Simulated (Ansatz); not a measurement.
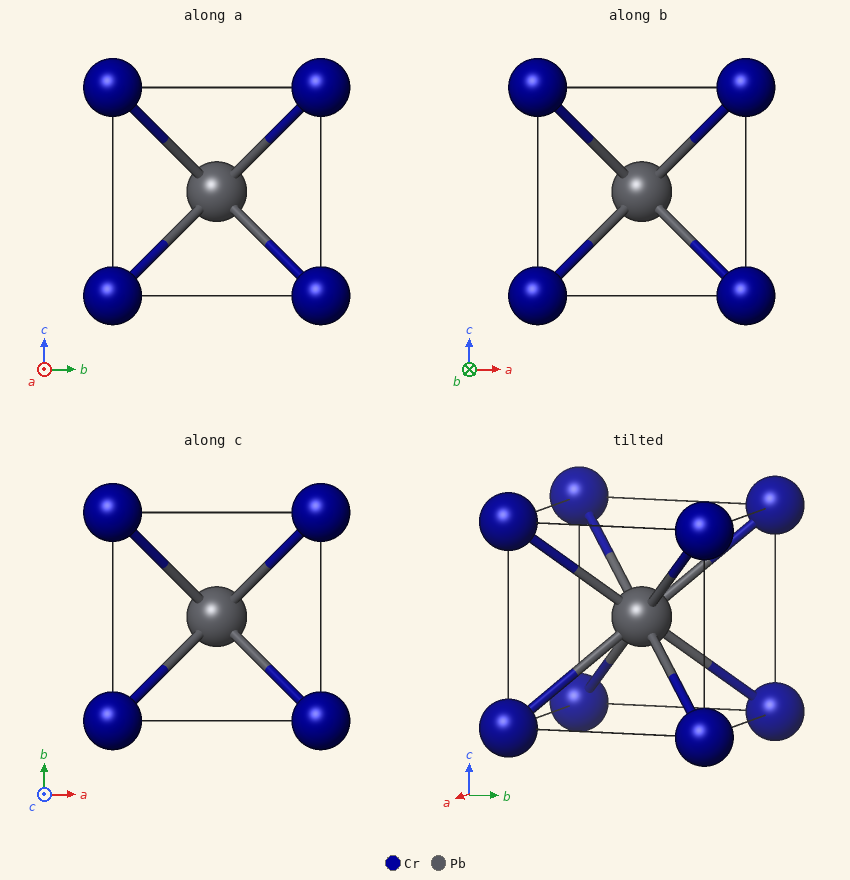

View along the a axis, along the b axis, along the c axis and slightly off an axis, drawn as a ball-and-stick model. The parallelepiped is the conventional unit cell.

Lattice parameters: a = 3.4859 Å, b = 3.4859 Å, c = 3.4859 Å, α = 90.000°, β = 90.000°, γ = 90.000°.

> Put the structure into a CIF with its space group and independent sites.

```cif
data_structure
_symmetry_space_group_name_H-M 'P m -3 m'
_symmetry_Int_Tables_number 221
_cell_length_a 3.4859
_cell_length_b 3.4859
_cell_length_c 3.4859
_cell_angle_alpha 90.000
_cell_angle_beta 90.000
_cell_angle_gamma 90.000
_cell_volume 42.36
loop_
_atom_site_label
_atom_site_type_symbol
_atom_site_symmetry_multiplicity
_atom_site_Wyckoff_symbol
_atom_site_fract_x
_atom_site_fract_y
_atom_site_fract_z
_atom_site_occupancy
Cr1 Cr 1 a 0.0000 0.0000 0.0000 1
Pb1 Pb 1 b 0.5000 0.5000 0.5000 1
```

The cell started as a structure type filled with these elements by a generator (whether the compound takes this form wasn't checked). Earlier steps of the study may have refined or changed the cell and positions. A calculation with Ansatz used it as input.
